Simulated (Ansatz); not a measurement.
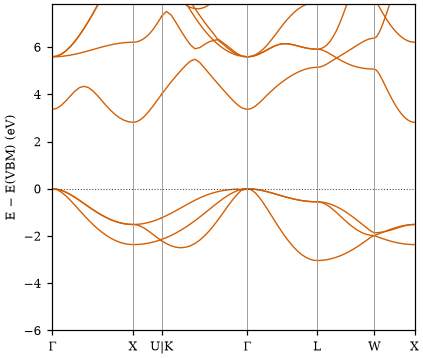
Figure: Band structure from PBEsol (plane waves, PAW; program Ansatz)

**Question.** Read off the gap and where the band edges lie.

**Answer.** About 2.8 eV (2.82 eV by a search for the band edges); maximum at Γ, minimum at X.

The material is Li2Se (anti-fluorite, Fm-3m).

The cell was relaxed with PBEsol under the symmetry of its start. Scalar-relativistic: spin–orbit coupling is off unless named, which matters more the heavier the elements.

Potentials: the later of the program's two PAW sets.
